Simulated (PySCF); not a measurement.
## Excited-state calculation of C₃H₄ClF₃O

- system: C₃H₄ClF₃O
- method: TDDFT PBE0/def2-SVPD, vertical, gas phase, core orbitals frozen in the response (PySCF 2.14.0)

The geometry comes from this level: GFN2-xTB.

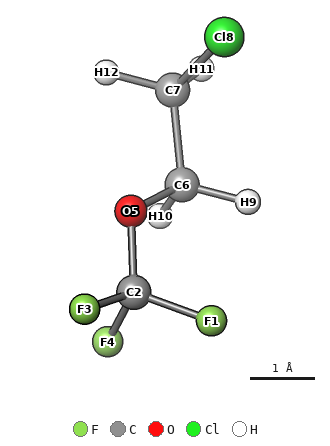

*The structure (ball-and-stick view, seen at an oblique angle; atoms are numbered from 1 in the order of the input).*

Bond lengths as drawn: C–C 1.52 Å, C–Cl 1.78 Å, C–F 1.32 to 1.35 Å, C–H 1.09 to 1.10 Å and C–O 1.32 to 1.44 Å.

## The input
```
{"job": {"kind": "uv", "xc": "PBE0", "basis": "def2-SVPD", "nstates": 6, "ntriplets": 2}, "charge": 0, "multiplicity": 1}
F      2.094829    -1.082128    -0.591633
C      1.772393     0.211278    -0.407586
F      2.431252     0.915082    -1.314023
F      2.294540     0.528611     0.795923
O      0.481526     0.458220    -0.498572
C     -0.348826    -0.251513     0.436243
C     -1.788986     0.129306     0.154982
Cl    -2.340492    -0.589050    -1.378121
H     -0.198563    -1.329584     0.314637
H     -0.077909     0.045478     1.456631
H     -2.436823    -0.246530     0.945396
H     -1.881744     1.210145     0.060098
```

The first line tells a small driver script what to run in PySCF; the rest is the geometry in Å.

Machine: 1 CPU thread, shared host.

Launched with:
```bash
OMP_NUM_THREADS=1 python <driver script> task.json out
```

## The program's output
```
coarse grid: 11712 points
cycle   1  E = -950.2905238288  dE =  1.250e+00  |g| = 9.540e-01  |ddm| = 4.309e+00
cycle   2  E = -950.1588316766  dE =  1.317e-01  |g| = 1.344e+00  |ddm| = 2.035e+00
cycle   3  E = -950.4522874367  dE = -2.935e-01  |g| = 3.878e-02  |ddm| = 1.163e+00
cycle   4  E = -950.4525019717  dE = -2.145e-04  |g| = 2.105e-02  |ddm| = 8.148e-02
cycle   5  E = -950.4525841426  dE = -8.217e-05  |g| = 6.545e-03  |ddm| = 2.987e-02
cycle   6  E = -950.4525912901  dE = -7.148e-06  |g| = 1.697e-03  |ddm| = 6.780e-03
final grid: 112880 points
cycle   7  E = -950.5690390291  dE = -3.850e-05  |g| = 9.241e-03  |ddm| = 7.801e-02
cycle   8  E = -950.5690260799  dE =  1.295e-05  |g| = 1.265e-02  |ddm| = 1.999e-02
cycle   9  E = -950.5690550698  dE = -2.899e-05  |g| = 8.604e-04  |ddm| = 1.138e-02
cycle  10  E = -950.5690552213  dE = -1.515e-07  |g| = 2.616e-04  |ddm| = 1.227e-03
cycle  11  E = -950.5690552318  dE = -1.058e-08  |g| = 8.503e-05  |ddm| = 2.900e-04
cycle  12  E = -950.5690552331  dE = -1.284e-09  |g| = 1.515e-05  |ddm| = 1.064e-04
cycle  13  E = -950.5690552332  dE = -4.479e-11  |g| = 4.563e-06  |ddm| = 2.745e-05
```

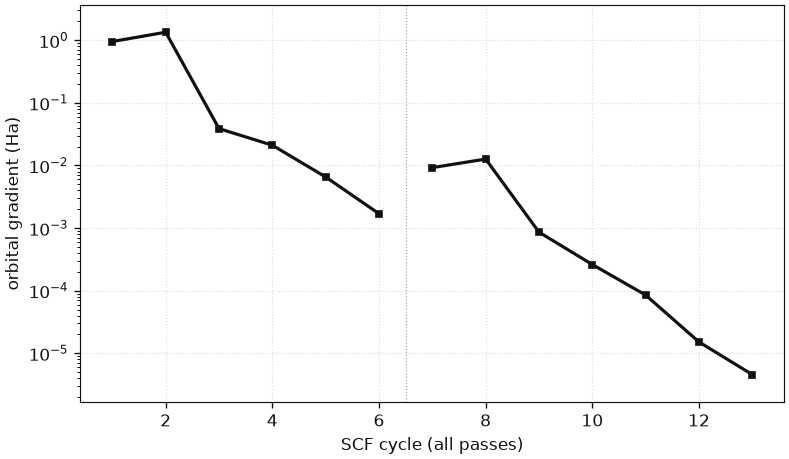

*Convergence of the self-consistent field: orbital gradient against the SCF cycle. The dotted line marks the change from a coarse to the final integration grid.*

The first 6 cycles use a coarse grid, the final grid takes over at cycle 7, and the field converges after 13 cycles in all.

```
converged SCF energy = -950.5690552332

Static polarisability (au): isotropic 58.512, principal 50.719 57.387 67.429

Singlet excitations
state   eV       nm        f      main configurations
  1   7.3758    168.1   0.00209   H->L 0.85, H->L+1 0.10
  2   7.4807    165.7   0.00279   H-1->L 0.86, H-1->L+1 0.09
  3   8.2184    150.9   0.01128   H->L+1 0.82, H->L 0.10
  4   8.3372    148.7   0.04458   H-1->L+1 0.83, H-1->L 0.09
  5   8.8575    140.0   0.01583   H-2->L 0.94
  6   9.0491    137.0   0.00631   H->L+3 0.62, H->L+2 0.29

Triplet excitations (Tamm-Dancoff, eV): 6.6410 6.7278
```

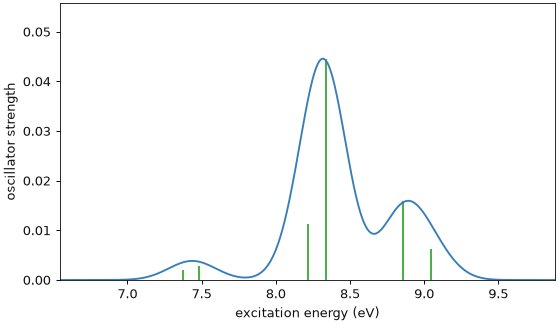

*Computed excitations as sticks (degenerate states added up, dark ones marked on the axis), with a Gaussian envelope of 0.35 eV full width at half maximum, scaled to the tallest.*

Of the 6 states the lowest lies at 7.38 eV (f = 0.002); the strongest line is at 8.34 eV, or 149 nm (f = 0.045).

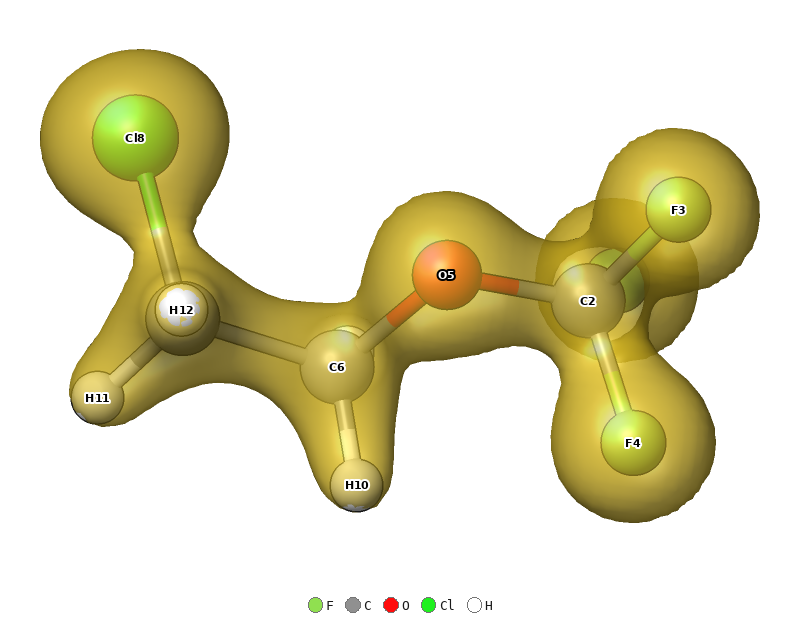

*Isosurface of the total electron density at 1 e/Å³ (yellow), seen face on.*

At this value the surface is in one piece. On the grid the lowest density along these lines, outside the cores, is 2.3 e/Å³ (C–O, 1.32 Å), 2 e/Å³ (C–F, 1.32 Å), 1.7 e/Å³ (C–C, 1.52 Å) and 1.2 e/Å³ (C–Cl, 1.78 Å).

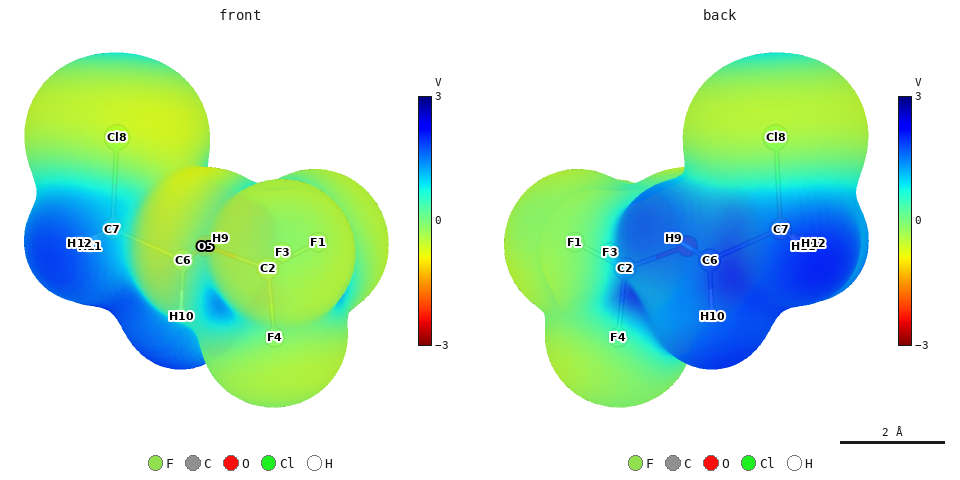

*The molecular electrostatic potential painted on the density surface at 0.004 e/bohr³, seen at a tilt and from behind; red is negative and blue positive.*

Its dipole moment is 3.10 D.

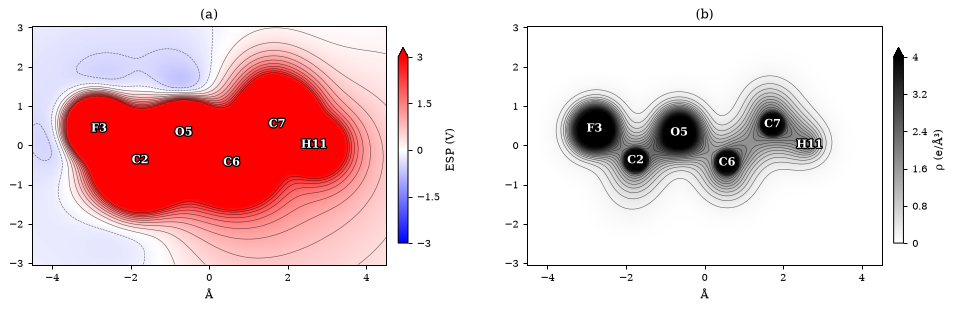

*(a) electrostatic potential; (b) electron density on the plane of atoms C2, O5 and C6.*

The section cuts through C, F, O and H sites. C–F (1.32 Å): ρ is about 2.5 e/Å³ halfway. C–C (1.52 Å): ρ at the midpoint is about 1.7 e/Å³. C–H (1.09 Å): ρ is about 2 e/Å³ halfway.

## Summary

```csv
quantity,value
outcome,converged
total energy,−950.569055 hartree
HOMO,−8.90 eV
LUMO,0.14 eV
dipole moment,3.10 D
mean polarisability,58.51 a.u.
lowest singlet excitation,7.38 eV
wall time,17 s
peak memory,0.86 GiB
```
